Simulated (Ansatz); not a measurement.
```xyz
10

Ta   -0.2342   -0.6281    0.0120
Cl    2.0200   -0.4978   -0.4156
F     0.0854   -0.2417    1.8430
Cl   -0.7243   -1.3027   -2.1779
Cl   -1.4521    1.3095   -0.1943
F    -1.0230   -2.2149    0.6153
P     1.9792    3.7150   -1.7734
H     2.3978    2.3926   -2.1670
H     0.5839    3.3750   -1.9025
H     1.9929    3.3628   -0.3746
```

Core potentials replace the inner electrons of Ta.

Computed with RKS PBE/def2-SVP (Ansatz).

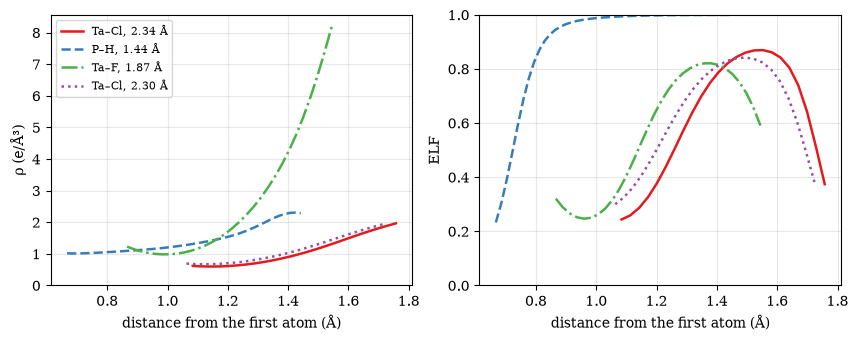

Cl3F2Ta···PH3. Electron density and ELF along straight lines between neighbouring atoms. The curves leave out the atomic cores.

**Compare the contacts.**

Ta–Cl (2.34 Å): the density is about 0.6 e/Å³ at the midpoint; the ELF peaks at about 0.85 in the valence shell of Cl, 0.8 Å from its nucleus, and is about 0.35 at the midpoint.
P–H (1.44 Å): ρ at the midpoint is about 1 e/Å³; the ELF climbs to about 1 towards the hydrogen, as it does in any bond to H.
Ta–F (1.87 Å): ρ at the midpoint is about 1 e/Å³; the ELF peaks at about 0.80 in the valence shell of F, 0.5 Å from its nucleus, and drops to about 0.25 between the two atoms.
Ta–Cl (2.30 Å): ρ at the midpoint is about 0.68 e/Å³; the ELF peaks at about 0.85 in the valence shell of Cl, 0.8 Å from its nucleus, and is about 0.40 at the midpoint.
